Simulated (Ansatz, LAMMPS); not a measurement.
# Relaxing glassy Ca3Al2Si3O12 (120 atoms), part 3 of 3

Aim: bring glassy Ca3Al2Si3O12 (120 atoms) to a nearby minimum of the energy and see what moves.

Ansatz 0.2.0; Kohn-Sham DFT, PBE, PAW (set soft_2), plane waves.

The cell: 12 Al, 18 Ca, 72 O and 18 Si. The quench rate of 10 K/ps is many orders above laboratory rates. The network of bonds at the start is that of the classical potential that made the cell. Sampling is at Γ alone, for a cell whose shortest periodic width is 12 Å.

So far, density (g/cm³): step 5 (distances and neighbours after relaxation) 2.81.

### Step 6. Single point at the relaxed geometry

The electronic structure is read at the final geometry, in a run of its own.

Contents of input.yaml:

```yaml
crystal:
  lattice:
    - [11.91395, -0.23057, 0.03369]
    - [-0.23057, 11.60736, -0.19607]
    - [0.03369, -0.19607, 11.56803]
  atoms:
    - { symbol: Al, position: [0.15568, 0.82613, 0.65984] }
    - { symbol: Al, position: [0.41561, 0.87617, 0.32024] }
    - { symbol: Al, position: [0.01227, 0.94509, 0.89561] }
    - { symbol: Al, position: [0.60062, 0.30202, 0.5024] }
    - { symbol: Al, position: [0.76096, 0.19824, 0.91773] }
    - { symbol: Al, position: [0.16547, 0.37639, 0.09489] }
    - { symbol: Al, position: [0.81688, 0.56088, 0.7153] }
    - { symbol: Al, position: [0.26395, 0.6623, 0.23619] }
    - { symbol: Al, position: [0.64441, 0.39693, 0.03877] }
    - { symbol: Al, position: [0.50997, 0.47925, 0.41294] }
    - { symbol: Al, position: [0.60572, 0.69328, 0.71563] }
    - { symbol: Al, position: [0.97809, 0.31178, 0.28446] }
    - { symbol: Ca, position: [0.28407, 0.6503, 0.50468] }
    - { symbol: Ca, position: [0.56879, 0.97608, 0.90774] }
    - { symbol: Ca, position: [0.29622, 0.97111, 0.8163] }
    - { symbol: Ca, position: [0.47409, 0.72618, 0.05323] }
    - { symbol: Ca, position: [0.03753, 0.4351, 0.61843] }
    - { symbol: Ca, position: [0.83135, 0.99179, 0.69601] }
    - { symbol: Ca, position: [0.30636, 0.30246, 0.62566] }
    - { symbol: Ca, position: [0.31579, 0.24054, 0.91381] }
    - { symbol: Ca, position: [0.82363, 0.99116, 0.11127] }
    - { symbol: Ca, position: [0.93273, 0.89554, 0.38862] }
    - { symbol: Ca, position: [0.98553, 0.40377, 0.90608] }
    - { symbol: Ca, position: [0.06741, 0.68309, 0.9094] }
    - { symbol: Ca, position: [0.01535, 0.59656, 0.22831] }
    - { symbol: Ca, position: [0.66896, 0.04036, 0.39979] }
    - { symbol: Ca, position: [0.55468, 0.40376, 0.7783] }
    - { symbol: Ca, position: [0.14761, 0.11562, 0.30073] }
    - { symbol: Ca, position: [0.80917, 0.51877, 0.39915] }
    - { symbol: Ca, position: [0.38672, 0.23996, 0.33786] }
    - { symbol: O, position: [0.31417, 0.3639, 0.10248] }
    - { symbol: O, position: [0.673, 0.78649, 0.82468] }
    - { symbol: O, position: [0.32522, 0.75626, 0.33707] }
    - { symbol: O, position: [0.4687, 0.64029, 0.74874] }
    - { symbol: O, position: [0.26894, 0.15576, 0.49424] }
    - { symbol: O, position: [0.45652, 0.36146, 0.49988] }
    - { symbol: O, position: [0.39268, 0.02651, 0.63972] }
    - { symbol: O, position: [0.87261, 0.66612, 0.81447] }
    - { symbol: O, position: [0.8115, 0.6407, 0.20485] }
    - { symbol: O, position: [0.59356, 0.0389, 0.73761] }
    - { symbol: O, position: [0.0678, 0.92793, 0.24519] }
    - { symbol: O, position: [0.20204, 0.936, 0.56741] }
    - { symbol: O, position: [0.78282, 0.86806, 0.27094] }
    - { symbol: O, position: [0.41693, 0.82355, 0.88149] }
    - { symbol: O, position: [0.28575, 0.63596, 0.8802] }
    - { symbol: O, position: [0.99375, 0.04755, 0.01456] }
    - { symbol: O, position: [0.20883, 0.31966, 0.3203] }
    - { symbol: O, position: [0.22705, 0.93313, 0.07351] }
    - { symbol: O, position: [0.02418, 0.42925, 0.39961] }
    - { symbol: O, position: [0.73292, 0.5176, 0.0163] }
    - { symbol: O, position: [0.55841, 0.15051, 0.54171] }
    - { symbol: O, position: [0.95526, 0.6926, 0.39756] }
    - { symbol: O, position: [0.65951, 0.30672, 0.15137] }
    - { symbol: O, position: [0.66181, 0.311, 0.91155] }
    - { symbol: O, position: [0.75774, 0.11682, 0.24001] }
    - { symbol: O, position: [0.85823, 0.42004, 0.74722] }
    - { symbol: O, position: [0.04767, 0.41113, 0.17771] }
    - { symbol: O, position: [0.94904, 0.58307, 0.03374] }
    - { symbol: O, position: [0.67563, 0.32725, 0.63927] }
    - { symbol: O, position: [0.11705, 0.86337, 0.80486] }
    - { symbol: O, position: [0.29346, 0.76473, 0.68947] }
    - { symbol: O, position: [0.21285, 0.45392, 0.52131] }
    - { symbol: O, position: [0.03347, 0.8402, 0.01915] }
    - { symbol: O, position: [0.79221, 0.74505, 0.01205] }
    - { symbol: O, position: [0.15541, 0.72824, 0.16019] }
    - { symbol: O, position: [0.00075, 0.0589, 0.79337] }
    - { symbol: O, position: [0.19741, 0.55878, 0.32522] }
    - { symbol: O, position: [0.31302, 0.41034, 0.80882] }
    - { symbol: O, position: [0.45228, 0.43712, 0.2742] }
    - { symbol: O, position: [0.64755, 0.44604, 0.44388] }
    - { symbol: O, position: [0.89434, 0.24849, 0.98701] }
    - { symbol: O, position: [0.45554, 0.22702, 0.74008] }
    - { symbol: O, position: [0.72049, 0.06524, 0.97246] }
    - { symbol: O, position: [0.80398, 0.19026, 0.76586] }
    - { symbol: O, position: [0.6162, 0.76637, 0.58675] }
    - { symbol: O, position: [0.91736, 0.83079, 0.58058] }
    - { symbol: O, position: [0.89563, 0.58681, 0.58543] }
    - { symbol: O, position: [0.21271, 0.13958, 0.76739] }
    [... 36 atom lines left out ...]
    - { symbol: Si, position: [0.9638, 0.70686, 0.53838] }
    - { symbol: Si, position: [0.08034, 0.157, 0.73263] }
    - { symbol: Si, position: [0.34413, 0.01006, 0.10756] }
    - { symbol: Si, position: [0.57852, 0.73253, 0.45612] }
    - { symbol: Si, position: [0.41124, 0.46162, 0.14229] }
    - { symbol: Si, position: [0.71807, 0.74276, 0.25093] }
kpoints:
  mp_grid: { grid: [1, 1, 1] }
hamiltonian:
  xc: pbe
scf:
  occupations: { method: fixed }
output:
  forces: true
  stress: true
  populations: true
  dos:
    method: { smearing: { sigma: 0.08 } }
    de: 0.1
    projected: { site_lists: { Al: [Al], Ca: [Ca], O: [O], Si: [Si] } }
  eigenvalues: true
  write_density: true
  write_potential: true
  volumetric_format: npy
```

Launch:

```
$ ansatz run input.yaml --threads 4 --pin off --max-ram 8192MiB --backend cpu --events-out ev --progress --plain --runs-dir out
```

Numbers of over 12 decimals in the logs are rounded to 6 here.

The program printed:

```text
[...]
Crystal: 120 atoms, lattice volume = 1598.654 Å³
Basis set: ecut = 420 eV, 31259 PW (Γ), exchange–correlation on 160×160×160 points (8 copies of the dense FFT grid, shifted against one another)
Bands: 480, of which v1, the nominal top of the filled ones, is band 360 counted from 1 (359 counted from 0)
Symmetry: 1 space group operations
[...]
k-points: 1
[...]
SCF iter   1: F=—  HF=-91625.260232 eV  |F-HF|=—  |Δ(HF+E_count)|=         —  Δρ=1.88e-3  dr2=7.15e-2  ethr=1.77e-3  ⟨swp⟩=5.0  Hψ=1672  notcnv=0  defer=117
[...]
SCF iter   9: F=-91625.276177 eV  HF=-91625.276176 eV  |F-HF|=2.56e-8  |Δ(HF+E_count)|=   1.07e-7  Δρ=1.69e-6  dr2=4.82e-8  ethr=1.39e-11  ⟨swp⟩=21.0  Hψ=4720  notcnv=0
SCF 1 converged in 9 iterations: F = -91625.276177 eV  dr2 = 4.82e-8
[...]
SCF converged after 9 iterations
Free energy (F): -91625.276177 eV
[...]
Internal energy: -91625.276177 eV  (E = F + TS)
E sigma→0 (E₀):  -91625.276177 eV
Fermi energy:    4.826804 eV
[...]
--- Forces (eV/Å), atoms counted from 1 ---
  atom   1  Al     0.02070009    -0.00520892     0.00836542
  atom   2  Al     0.00351741    -0.00990221    -0.00640869
  atom   3  Al    -0.00404994    -0.00233781     0.00113803
  atom   4  Al     0.00172738     0.00651292    -0.01026684
  atom   5  Al     0.00334555    -0.00890641     0.00011786
  atom   6  Al    -0.00705417    -0.00394624     0.00212778
  atom   7  Al    -0.00415908    -0.00697722     0.00863262
  atom   8  Al    -0.00327571    -0.00186797     0.00917587
  atom   9  Al     0.00484190     0.00402926     0.01741526
  atom  10  Al     0.00765862    -0.01229765    -0.00757053
  atom  11  Al     0.00668735    -0.00746874     0.00454944
  atom  12  Al     0.00105153    -0.01080198     0.00311833
  atom  13  Ca    -0.00591561     0.00379701     0.00362840
  atom  14  Ca     0.02111666    -0.00619378     0.00600258
[...]
atom 119  Si     0.00677814     0.01108519     0.01503612
  atom 120  Si    -0.02888784    -0.01411433    -0.02401731
  max |Σ_I F_I| component: 1.23e-4 eV/Å
--- Stress (GPa, compression-positive) ---
        0.025308       0.000169      -0.005408
        0.000175       0.000104       0.000040
       -0.005409       0.000042       0.009001
  P = ⅓ Tr σ = 0.0115 GPa (0.115 kbar)
--- Band table (eV) ---
[...]
--- Löwdin populations: 120 sites ---
  site symbol       q [e]
     0     Al      1.7911
     1     Al      1.7085
     2     Al      1.7916
[...]
119     Si      2.3788
  spilling = 0.013105 (of n_electrons = 720.000000)
```

The job ended after 32 s (4 threads of Arm Neoverse V2, shared host; peak memory 2.3 GiB).

The run gave:

```yaml
free_energy: -91625.2762 eV
free_energy_per_atom: -763.5440 eV/atom
scf_cycles: 9
pressure: 0.01147 GPa
r_m_s_force_component: 0.0095 eV/Å
longest_force: 0.04189 eV/Å
fermi_energy: 4.827 eV
spacing_of_highest_filled_and_lowest_empty_level: 3.897 eV
spilling_of_the_projection: 0.01311
```

Löwdin charges by element and coordination (they lack the spilled electrons, 0.079 e an atom on average):

| element | coordination | atoms | mean charge (e) | spread | least | most |
| --- | --- | --- | --- | --- | --- | --- |
| Al | all | 12 | 1.25 | 0.0367 | 1.20 | 1.31 |
| Al | 4 | 9 | 1.26 | 0.0329 | 1.21 | 1.31 |
| Al | 5 | 3 | 1.21 | 0.0036 | 1.20 | 1.21 |
| Ca | all | 18 | 1.78 | 0.0166 | 1.73 | 1.81 |
| Ca | 4 | 2 | 1.79 | 0.012 | 1.78 | 1.80 |
| Ca | 5 | 3 | 1.77 | 0.013 | 1.76 | 1.79 |
| Ca | 6 | 8 | 1.77 | 0.0197 | 1.73 | 1.81 |
| Ca | 7 | 5 | 1.78 | 0.0102 | 1.76 | 1.79 |
| O | all | 72 | -0.927 | 0.0741 | -1.11 | -0.802 |
| O | 2 | 11 | -0.856 | 0.0496 | -0.997 | -0.802 |
| O | 3 | 38 | -0.918 | 0.0648 | -1.11 | -0.823 |
| O | 4 | 22 | -0.98 | 0.0631 | -1.05 | -0.864 |
| O | 5 | 1 | -0.923 | 0 | -0.923 | -0.923 |
| Si | all | 18 | 1.63 | 0.0366 | 1.57 | 1.70 |

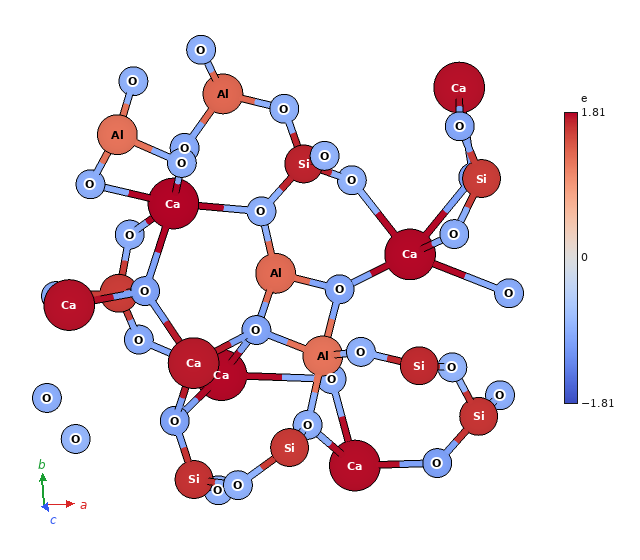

Atoms coloured by Löwdin charge. Drawn is a slice 4 Å thick, seen along the normal of the ab plane. Bonds to atoms that aren't drawn are left out.

Density of states as counts of states in windows of 1 eV (from the Fermi level), total and the larger projections:

| from (eV) | to (eV) | total | O p |
| --- | --- | --- | --- |
| -10 | -9 | 0.0 | 0.0 |
| -9 | -8 | 1.1 | 0.7 |
| -8 | -7 | 14.9 | 10.0 |
| -7 | -6 | 16.5 | 11.6 |
| -6 | -5 | 30.1 | 22.5 |
| -5 | -4 | 50.3 | 38.9 |
| -4 | -3 | 65.4 | 54.5 |
| -3 | -2 | 88.0 | 79.4 |
| -2 | -1 | 96.9 | 91.2 |
| -1 | 0 | 66.2 | 63.3 |
| 0 | 1 | 2.6 | 2.5 |
| 1 | 3 | 0.0 | 0.0 |
| 3 | 4 | 1.9 | 0.0 |
| 4 | 5 | 0.1 | 0.0 |

The curve was stored every 0.100 eV, coarse against its broadening of 0.08 eV, so these counts are rough.

With fixed occupations the program's Fermi level is the highest filled level; weight inside the gap is the broadening of levels at its edges.

Between -26 and -10 eV lie 252 more states.

The stored curve holds about 684 of the 720 electrons; the rest, give or take the few that broadening carries across the Fermi level, lie in deeper levels below its range.

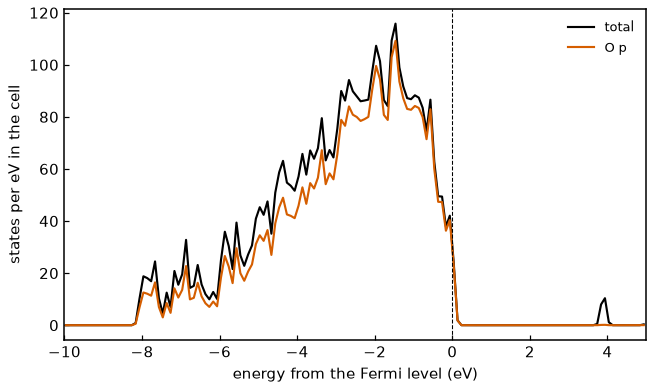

Total and projected density of states, with the broadening of the input.

The levels nearest the highest filled one (over half full), pooled over k-points and spins:

| level less the highest filled one (eV) | occupation |
| --- | --- |
| -0.229 | 2 |
| -0.173 | 2 |
| -0.121 | 2 |
| -0.0483 | 2 |
| -0.0266 | 2 |
| 0 | 2 |
| 3.90 | 0 |
| 5.11 | 0 |
| 5.18 | 0 |
| 5.31 | 0 |
| 5.35 | 0 |
| 5.42 | 0 |

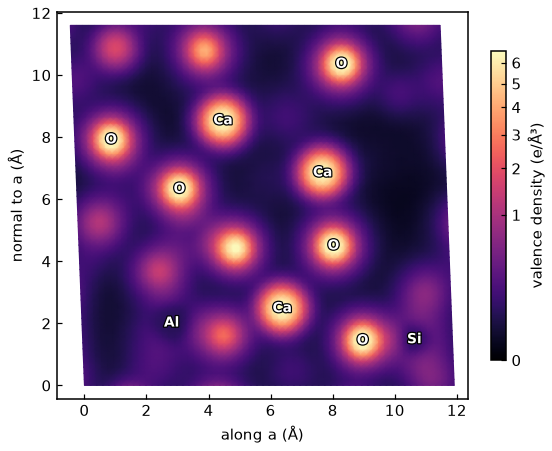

Valence density in the ab plane at fractional z = 0.398, with atoms of Al and Ca and O and Si within 0.2 Å of it. It is the smooth field of the valence electrons, not physical close to the nuclei. The map starts off the cell's origin, so that atoms lie inside it. The colour scale is stretched toward low values.

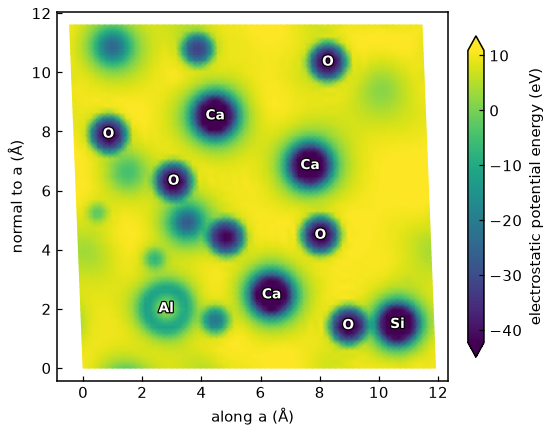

Electrostatic potential energy in the ab plane at fractional z = 0.398, with atoms of Al and Ca and O and Si within 0.2 Å of it. With pseudopotentials it is smooth inside the atoms' cores, unlike the true potential. The map starts off the cell's origin, so that atoms lie inside it.

Mean Löwdin charges: Al +1.25, Ca +1.78, O -0.93, Si +1.63 e (they miss 1.3 % of the electrons, so they add up to more than the cell's charge).

A closer look about O64, which has 2 bonded neighbours where the commonest count for O is 3: 11 atoms, nearest first, numbered in the order of the input, with positions taken from that point.

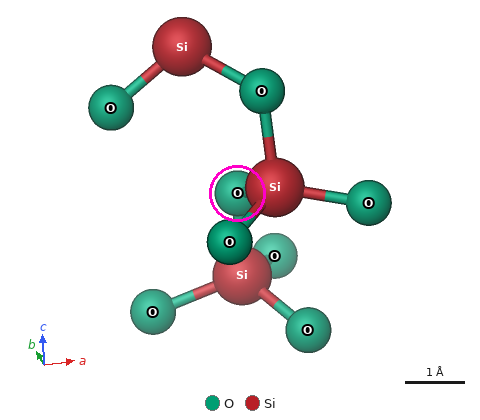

The atoms of the table, within 2.9 Å (arrows a, b, c point along x, y, z); some may hide others; the central atom is ringed.

| atom | x | y | z | distance (Å) | bonds | Löwdin charge (e) |
| --- | --- | --- | --- | --- | --- | --- |
| O64 | 0.00 | 0.00 | 0.00 | 0.00 | 2 | -0.80 |
| Si112 | 0.09 | 0.32 | -1.61 | 1.64 | 4 | 1.66 |
| Si105 | 0.37 | -1.51 | 0.59 | 1.67 | 4 | 1.65 |
| O39 | 0.26 | -1.25 | 2.25 | 2.59 | 4 | -0.86 |
| O38 | 0.97 | -0.90 | -2.27 | 2.62 | 3 | -0.87 |
| O102 | 0.92 | 1.69 | -1.81 | 2.64 | 3 | -0.89 |
| O32 | -1.44 | 0.55 | -2.18 | 2.67 | 3 | -0.87 |
| O50 | -0.65 | -2.63 | 0.09 | 2.71 | 2 | -0.85 |
| O58 | 1.91 | -1.92 | 0.29 | 2.72 | 4 | -1.02 |
| O90 | -2.14 | -0.07 | 1.80 | 2.80 | 2 | -1.00 |
| Si120 | -0.87 | -0.06 | 2.76 | 2.90 | 4 | 1.62 |

The column of bonds counts only the pairs O-Ca within 2.98 Å, O-Si within 2.08 Å, O-Al within 2.27 Å; other neighbours, such as metal atoms beside each other in a compound, aren't counted, and periodic images can show an atom twice.

### Step 7. Outcome

| Quantity | Value |
| --- | --- |
| energy change in the relaxation | -106.7 meV/atom |
| r.m.s. displacement | 0.237 Å |
| largest displacement | 0.684 Å |
| free energy per atom | -763.5440 eV/atom |
| pressure | 0.01147 GPa |
| r.m.s. force component | 0.0095 eV/Å |
| gap (highest filled to lowest empty level) | 3.897 eV |
| wall time of the 3 DFT runs | 6.4 min |

In words: Relaxation lowers the energy by 107 meV/atom and moves atoms by 0.24 Å r.m.s.; the r.m.s. force component goes from 1.5 to 0.0095 eV/Å, the pressure goes from 5.8 to 0.011 GPa, and the gap from 3.10 to 3.90 eV. Displacements are taken in the final cell, so they leave out its strain. By the final cutoffs 5 of 229 bonded pairs parted and 5 joined. The cell grew by 0.7 % in volume. First to last step the energy falls by 12.809 eV, across changes of basis; the largest move, 0.68 Å, is that of O46. The O-Ca bonds change most in mean length: from 2.522 Å (spread 0.175) to 2.457 Å (spread 0.168), and their number from 107 to 106. With the cutoffs above, 75 % of Al atoms have 4, 44 % of Ca atoms have 6, 53 % of O atoms have 3 and all Si atoms have 4 bonded neighbours. 71 % of the oxygens bridge two formers (Si and Al) and 29 % are non-bridging. The highest filled and lowest empty levels differ by 3.90 eV (at Γ alone); a semilocal functional tends to put such gaps too low. In a disordered cell it changes from sample to sample, and tail or defect levels can set it.

What to keep in mind: The starting topology of bonds comes from the classical model; in DFT 5 of its 229 bonded pairs passed out of the cutoffs and 5 came within them.

Against the measurements quoted at the start:

| quantity | measured | this cell | difference | method of the measurement |
| --- | --- | --- | --- | --- |
| nearest Ca–O distance | 2.4 Å | 2.41 Å | +0.4 % | X-ray diffraction |

The cell differs from the measured distances by up to 0.4 %. Distances of this cell are positions of the first main peak of g(r), or bond means where the peak is narrow; means over all bonds within a cutoff lie farther out for broad shells. The network comes from the model that made the cell; in DFT 5 of its 229 bonded pairs passed out of the cutoffs and 5 came within them.

[Logs are printed without paths, hosts, clocks, repeated set-up lines and the standing remarks that a program may print on its own settings, such as how far it seeks lower states.]

[Hosts, paths, dates, database ids (printed as entryN), source tags and the programs' standing remarks are cut or masked in the printed files.]
